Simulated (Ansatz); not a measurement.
**BNH2F (SMILES N[B]F) at RPA@PBE/STO-3G**

Aim: the vertical ionisation energy of BNH2F at RPA@PBE/STO-3G, from 2 runs. 

The results are computed with Ansatz 0.2.0.

78 further runs of the same task are left out: 78 set aside as unsound or not needed.

## Step 1: The molecule

BNH2F: 5 atoms, total charge 0, spin state doublet. As SMILES, `N[B]F`. Geometry: relaxed at PBE0-D4/def2-TZVP. This is one conformer, not always the lowest.

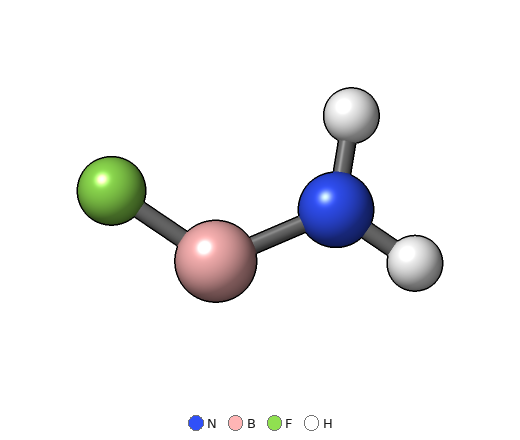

Viewed from a chosen angle; nitrogen blue, boron pink, fluorine green, hydrogen white.

## Step 2: The energy at RPA@PBE/STO-3G

File in.yaml:

```yaml
crystal:
  periodic: [false, false, false]
  atoms:
    - {symbol: "N", position_ang: [-0.315200, 0.284600, -0.298300]}
    - {symbol: B, position_ang: [0.256800, -0.904700, 0.119300]}
    - {symbol: F, position_ang: [1.186500, -0.957100, 1.060600]}
    - {symbol: H, position_ang: [-1.019600, 0.322000, -1.012000]}
    - {symbol: H, position_ang: [-0.058500, 1.181700, 0.088900]}
basis:
  gaussian:
    orbitals: STO-3G
magnetization:
  spin_polarized: true
  initial_magnetization: 1
hamiltonian:
  xc: {name: PBE}
correlation:
  method: rpa
  frozen_orbitals: {B: 1, F: 1, H: 0, "N": 1}
accuracy: high
```

Launch:

```sh
ansatz run in.yaml --threads 1 --pin off --max-ram 2610MiB --events-out events.jsonl --progress --plain --runs-dir runs
```

What it wrote:

```text
Warning: RAYON_NUM_THREADS=1 ignored (pool sized by the plan → 1); use --threads N
Functional definition: PBE
  name "PBE"
  parameter kappa = 0.804
  parameter beta = 0.06672455060314922
  exchange = pbe_x(kappa = kappa, mu = beta*pi^2/3)
  correlation = pbe_c(beta = beta)
295 factors; integrals over basis functions are off by at most 4.6e-8 eV
mean field evaluation 1: about -4841.4473 eV, gradient 1.1e1 eV
mean field evaluation 2: about -4841.3955 eV, gradient 1.1e1 eV
mean field evaluation 4: about -4842.1655 eV, gradient 1.7e0 eV
mean field evaluation 8: about -4842.1891 eV, gradient 2.8e-2 eV
mean field evaluation 16: about -4842.1891 eV, gradient 1.9e-7 eV
mean field -4842.18909988 eV, -177.9471672670 hartree, gradient 2.7e-8 eV, S^2 0.752661; 0 other end points of the search recorded, 0 dependent functions left out
3 core orbitals not correlated: weight in the atoms' cores, before any rotation towards them, 1.000 or more for the frozen orbitals, at most 0.000 for the correlated occupied ones
reference -4824.60575156 eV, -177.3009911348 hartree; 9, 8 occupied and 5, 6 virtual orbitals, 295 factors
Total energy: -4830.43458264 eV, -177.5151967259 hartree
```

Wall time 1.4 s (1 thread of Arm Neoverse V2, shared host); peak memory 0.12 GiB.

## Step 3: The singlet cation

File job.yaml:

```yaml
crystal:
  periodic: [false, false, false]
  atoms:
    - {symbol: N, position_ang: [-0.315200, 0.284600, -0.298300]}
    - {symbol: B, position_ang: [0.256800, -0.904700, 0.119300]}
    - {symbol: F, position_ang: [1.186500, -0.957100, 1.060600]}
    - {symbol: H, position_ang: [-1.019600, 0.322000, -1.012000]}
    - {symbol: H, position_ang: [-0.058500, 1.181700, 0.088900]}
basis:
  gaussian:
    orbitals: STO-3G
total_charge: 1
hamiltonian:
  xc: pbe
correlation:
  method: rpa
  frozen_orbitals: {B: 1, F: 1, H: 0, "N": 1}
accuracy: high
```

Launch:

```sh
ansatz run job.yaml --threads 1 --pin off --max-ram 2610MiB --events-out events.jsonl --progress --plain --runs-dir runs
```

What it wrote:

```text
Warning: RAYON_NUM_THREADS=1 ignored (pool sized by the plan → 1); use --threads N
[... 6 set-up lines as earlier in the session ...]
295 factors; integrals over basis functions are off by at most 4.6e-8 eV
mean field evaluation 1: about -4831.2279 eV, gradient 4.0e1 eV
mean field evaluation 2: about -4831.1780 eV, gradient 4.0e1 eV
mean field evaluation 4: about -4836.2326 eV, gradient 9.5e0 eV
mean field evaluation 8: about -4836.5716 eV, gradient 3.1e-2 eV
mean field evaluation 16: about -4836.5694 eV, gradient 1.6e-7 eV
mean field -4836.56937199 eV, -177.7406460763 hartree, gradient 5.0e-8 eV, S^2 0.000000; 0 other end points of the search recorded, 0 dependent functions left out
3 core orbitals not correlated: weight in the atoms' cores, before any rotation towards them, 1.000 or more for the frozen orbitals, at most 0.000 for the correlated occupied ones
reference -4818.43980006 eV, -177.0743965965 hartree; 8, 8 occupied and 6, 6 virtual orbitals, 295 factors
Total energy: -4825.86984779 eV, -177.3474458142 hartree
```

Run time: 1.1 s. Hardware: 1 thread of Arm Neoverse V2, shared host; peak memory 0.093 GiB.

## Step 4: Outcome

Level: RPA@PBE/STO-3G, 3 core orbitals frozen.

| quantity | value |
| --- | --- |
| doublet BNH2F: total energy | -177.51520 Eh |
| doublet BNH2F: RPA correlation energy (valence) | -214.2 mEh |
| doublet BNH2F: ⟨S²⟩ of the reference determinant | 0.753 |
| singlet cation: total energy | -177.34745 Eh |
| singlet cation: RPA correlation energy (valence) | -273.0 mEh |
| vertical ionisation energy (to the singlet cation) | 4.565 eV |

In words: Removing an electron at fixed nuclei costs 4.56 eV (440 kJ/mol). Only the singlet of the ionised species was computed; a triplet could lie lower. In a minimal basis such a difference can be off by several eV, whatever the method.
